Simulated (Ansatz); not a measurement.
**triplet SiH4O4: levels of theory compared**

Aim: a comparison of 6 runs (UHF/3-21G, UB3LYP/def2-SVP, UPBE-QIDH/def2-SVP, UPBE/def2-SVP, UBCCD(T)/def2-SVP, UCCSD/def2-SVP) of triplet SiH4O4. 

The calculation is run with Ansatz 0.2.0.

59 further runs of the same task are left out: 1 that didn't finish, 58 set aside as unsound or not needed.

### 1 The system as given

SiH4O4 has 9 atoms, charge 0, and is taken as a triplet. As SMILES of the parent species, `O[Si](O)(O)O`. The shape is that of a PBE0-D4/def2-TZVP optimisation. This is one conformer, not always the lowest. That shape belongs to the parent species and isn't relaxed for this state.

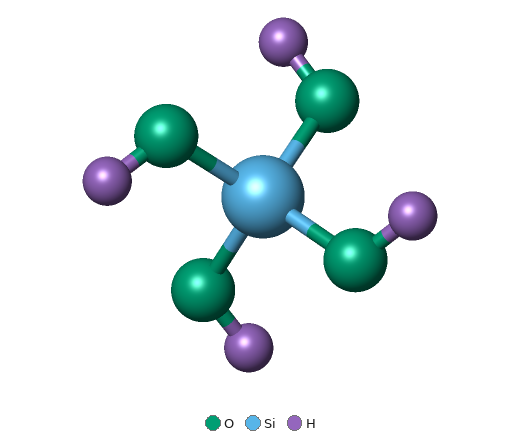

The structure, seen from a chosen angle (oxygen teal, silicon blue, hydrogen purple).

### 2 The energy at UHF/3-21G (run 1)

in.yaml reads:

```yaml
basis:
  gaussian:
    orbitals: 3-21G.json
crystal:
  periodic: [false, false, false]
  atoms:
    - {symbol: O, position_ang: [-0.969050, 0.776350, -1.057560]}
    - {symbol: Si, position_ang: [0.000010, 0.000030, -0.000040]}
    - {symbol: O, position_ang: [1.527610, 0.433680, -0.372150]}
    - {symbol: O, position_ang: [-0.043140, -1.629280, -0.059900]}
    - {symbol: O, position_ang: [-0.515400, 0.419370, 1.489460]}
    - {symbol: H, position_ang: [-0.639460, 0.869750, -1.952330]}
    - {symbol: H, position_ang: [2.226280, -0.135170, -0.046190]}
    - {symbol: H, position_ang: [-0.768040, -2.056130, 0.398680]}
    - {symbol: H, position_ang: [-0.818790, 1.321420, 1.600040]}
magnetization:
  spin_polarized: true
  initial_magnetization: 2
hamiltonian:
  xc: hf
accuracy: high
output:
  orbitals: {seedname: orbitals}
```

The basis set 3-21G is read from a file made from the Basis Set Exchange's data (not shown).

Launch:

```console
$ ansatz run in.yaml --threads 1 --pin off --max-ram 3480MiB --events-out events.jsonl --progress --plain --runs-dir runs
```

What it wrote:

```text
Warning: RAYON_NUM_THREADS=1 ignored (pool sized by the plan → 1); use --threads N
Functional definition: HF
  name "HF"
  exchange = exact_x
  correlation = 0
1260 factors; integrals over basis functions are off by at most 2.9e-9 eV
mean field evaluation 1: about -15977.4122 eV, gradient 3.2e1 eV
mean field evaluation 2: about -15977.9134 eV, gradient 3.3e1 eV
mean field evaluation 4: about -15982.1901 eV, gradient 3.1e0 eV
mean field evaluation 8: about -15982.5551 eV, gradient 7.7e-1 eV
mean field evaluation 16: about -15984.1844 eV, gradient 3.8e-1 eV
mean field evaluation 32: about -15983.6528 eV, gradient 2.7e0 eV
mean field evaluation 64: about -15983.9136 eV, gradient 1.0e0 eV
mean field evaluation 96: about -15982.7893 eV, gradient 2.8e0 eV
mean field evaluation 128: about -15984.1892 eV, gradient 7.0e-4 eV
mean field evaluation 160: about -15981.1246 eV, gradient 2.5e0 eV
mean field evaluation 192: about -15982.5643 eV, gradient 6.0e-5 eV
mean field -15984.18937454 eV, -587.4081250418 hartree, gradient 4.7e-8 eV, S^2 2.003719; 3 other end points of the search recorded, 0 dependent functions left out
reference -15984.18937454 eV, -587.4081250418 hartree; 26, 24 occupied and 31, 33 virtual orbitals, 1260 factors
Total energy: -15984.18937454 eV, -587.4081250418 hartree
```

Wall time 3.6 s (1 thread of Intel Xeon 6975P-C (Granite Rapids), shared host); peak memory 0.2 GiB.

### 3 The energy at UB3LYP/def2-SVP (run 2)

job.yaml reads:

```yaml
crystal:
  periodic: [false, false, false]
  atoms:
    - {symbol: O, position_ang: [-0.969050, 0.776350, -1.057560]}
    - {symbol: Si, position_ang: [0.000010, 0.000030, -0.000040]}
    - {symbol: O, position_ang: [1.527610, 0.433680, -0.372150]}
    - {symbol: O, position_ang: [-0.043140, -1.629280, -0.059900]}
    - {symbol: O, position_ang: [-0.515400, 0.419370, 1.489460]}
    - {symbol: H, position_ang: [-0.639460, 0.869750, -1.952330]}
    - {symbol: H, position_ang: [2.226280, -0.135170, -0.046190]}
    - {symbol: H, position_ang: [-0.768040, -2.056130, 0.398680]}
    - {symbol: H, position_ang: [-0.818790, 1.321420, 1.600040]}
basis:
  gaussian: {orbitals: def2-SVP}
magnetization: {spin_polarized: true, initial_magnetization: 2}
accuracy: high
output: {orbitals: {seedname: orbitals}}
hamiltonian: {xc: {name: B3LYP}}
```

Launch:

```console
$ ansatz run job.yaml --threads 1 --pin off --max-ram 3480MiB --events-out events.jsonl --progress --plain --runs-dir runs
```

What it wrote (excerpt; [...] marks lines left out):

```text
Warning: RAYON_NUM_THREADS=1 ignored (pool sized by the plan → 1); use --threads N
Functional definition: B3LYP
  name "B3LYP"
[...]
2020 factors; integrals over basis functions are off by at most 3.8e-9 eV
[...]
mean field -16119.58811304 eV, -592.3839369051 hartree, gradient 9.6e-8 eV, S^2 2.005467; 7 other end points of the search recorded, 0 dependent functions left out
reference -16119.58815392 eV, -592.3839384073 hartree; 26, 24 occupied and 68, 70 virtual orbitals, 2020 factors
Total energy: -16119.58815392 eV, -592.3839384073 hartree
```

Wall time 32 s (1 thread of Intel Xeon 6975P-C (Granite Rapids), shared host); peak memory 0.51 GiB.

Runs 3 to 5 aren't shown in full; the table further down has their settings and results.

### 4 The energy at UCCSD/def2-SVP (run 6)

run.yaml reads:

```yaml
crystal:
  periodic: [false, false, false]
  atoms:
    - {symbol: O, position_ang: [-0.969050, 0.776350, -1.057560]}
    - {symbol: Si, position_ang: [0.000010, 0.000030, -0.000040]}
    - {symbol: O, position_ang: [1.527610, 0.433680, -0.372150]}
    - {symbol: O, position_ang: [-0.043140, -1.629280, -0.059900]}
    - {symbol: O, position_ang: [-0.515400, 0.419370, 1.489460]}
    - {symbol: H, position_ang: [-0.639460, 0.869750, -1.952330]}
    - {symbol: H, position_ang: [2.226280, -0.135170, -0.046190]}
    - {symbol: H, position_ang: [-0.768040, -2.056130, 0.398680]}
    - {symbol: H, position_ang: [-0.818790, 1.321420, 1.600040]}
basis:
  gaussian:
    orbitals: def2-SVP
magnetization:
  spin_polarized: true
  initial_magnetization: 2
correlation:
  method: ccsd
  frozen_orbitals: {H: 0, O: 1, Si: 5}
accuracy: high
scf:
  omitted_lower_state_checks: [cluster_reference, increment]
```

Launch:

```console
$ ansatz run run.yaml --threads 1 --pin off --max-ram 3480MiB --events-out events.jsonl --progress --plain --runs-dir runs
```

What it wrote:

```text
Warning: RAYON_NUM_THREADS=1 ignored (pool sized by the plan → 1); use --threads N
[... 15 lines left out ...]
9 core orbitals not correlated: weight in the atoms' cores, before any rotation towards them, 1.000 or more for the frozen orbitals, at most 0.000 for the correlated occupied ones
[... 45 lines left out ...]
Total energy: -16085.21773696 eV, -591.1208488811 hartree
Checks for a lower state left out: cluster_reference, increment
```

Run time: 87 s. Hardware: 1 thread of Intel Xeon 6975P-C (Granite Rapids), shared host; peak memory 1.3 GiB.

### 5 All runs side by side

| run | level | frozen core orbitals | energy (Eh) | HOMO energy (eV) | ⟨S²⟩ | wall time |
| --- | --- | --- | --- | --- | --- | --- |
| 1 | UHF/3-21G | – | -587.408125 | -3.07 | 2.004 | 3.6 s |
| 2 | UB3LYP/def2-SVP | – | -592.383938 | -1.15 | 2.005 | 32 s |
| 3 | UPBE-QIDH/def2-SVP | 9 | -591.695212 | -2.81 | 2.004 | 14 s |
| 4 | UPBE/def2-SVP | – | -591.925357 | -0.78 | 2.002 | 37 s |
| 5 | UBCCD(T)/def2-SVP | 9 | -591.139402 | – | 2.006 | 2.8 min |
| 6 | UCCSD/def2-SVP | 9 | -591.120849 | – | 2.006 | 87 s |

### 6 Results

| quantity | value |
| --- | --- |
| run 6: total energy | -591.12085 Eh |
| run 6: correlation energy (9 core orbitals frozen) | -828.2 mEh |
| run 6: ⟨S²⟩ of the reference determinant | 2.006 |
| run 6: T1 diagnostic | 0.026 |

**Reading.** Totals of different functionals can't be ranked against each other. All runs together took 5.6 min, the longest 2.8 min.
